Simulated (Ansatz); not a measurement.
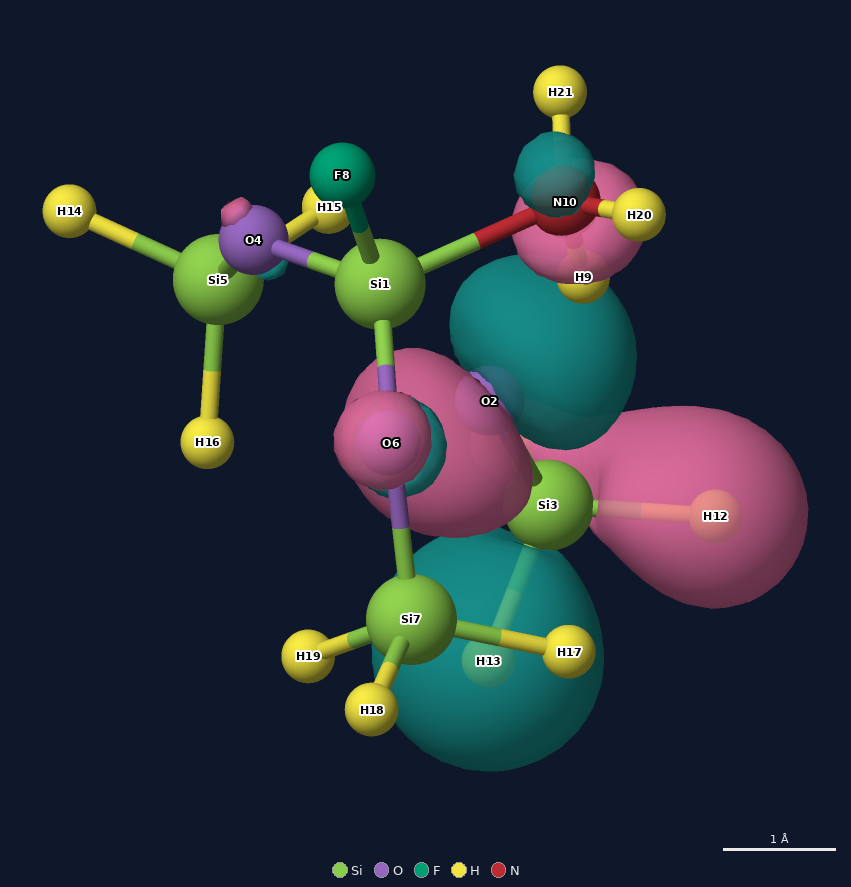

The picture shows: FH9NO2Si3···H3OSi. The HOMO−1 at ±0.1 Å⁻³ᐟ² (teal and pink are the two phases), seen at an oblique angle.

A transition-state structure; geometry: PBE0-D4/def2-TZVP.

These are results of RKS PBE0-D4/def2-TZVPP in Ansatz, not measurements.

Input file:

```
crystal:
  periodic: [false, false, false]
  atoms:
    - {symbol: Si, position_ang: [0.540709, -0.708037, 1.409710]}
    - {symbol: O, position_ang: [0.164286, 0.600060, -0.439401]}
    - {symbol: Si, position_ang: [-0.231852, 1.310050, -1.838981]}
    - {symbol: O, position_ang: [-0.930746, -0.242006, 1.832383]}
    - {symbol: Si, position_ang: [-2.145154, 0.640366, 1.129288]}
    - {symbol: O, position_ang: [0.851710, -1.880113, 0.365145]}
    - {symbol: Si, position_ang: [0.514788, -2.182200, -1.227200]}
    - {symbol: F, position_ang: [1.101253, -1.325474, 2.777254]}
    - {symbol: H, position_ang: [1.329615, 1.053417, 0.410274]}
    - {symbol: N, position_ang: [1.763439, 0.667122, 1.326002]}
    - {symbol: H, position_ang: [-1.235643, 2.400486, -1.646849]}
    - {symbol: H, position_ang: [0.972891, 1.933270, -2.472591]}
    - {symbol: H, position_ang: [-0.807454, 0.354414, -2.830212]}
    - {symbol: H, position_ang: [-3.283494, 0.505991, 2.074901]}
    - {symbol: H, position_ang: [-1.776144, 2.072522, 1.041430]}
    - {symbol: H, position_ang: [-2.560613, 0.098096, -0.184344]}
    - {symbol: H, position_ang: [1.405140, -1.399510, -2.116729]}
    - {symbol: H, position_ang: [0.808611, -3.625780, -1.412364]}
    - {symbol: H, position_ang: [-0.911038, -1.929293, -1.529756]}
    - {symbol: H, position_ang: [2.720777, 0.347929, 1.221978]}
    - {symbol: H, position_ang: [1.708919, 1.308989, 2.110065]}
basis:
  gaussian: {orbitals: def2-TZVPP}
hamiltonian: {xc: pbe0, dispersion: d4}
output: {orbitals: {seedname: orbitals}}
```

Run with:

```sh
ansatz run in.yaml --threads 4 --pin off --events-out ev --progress --plain --max-ram 46080MiB --backend cuda --devices 0, --max-vram 37GiB
```

### What is the character of this orbital?

Its weight (Hirshfeld) is mainly on O2 (about 40 %), Si3 (about 20 %), H13 (about 15 %) and H12 (about 10 %). Its energy is −7.89 eV.
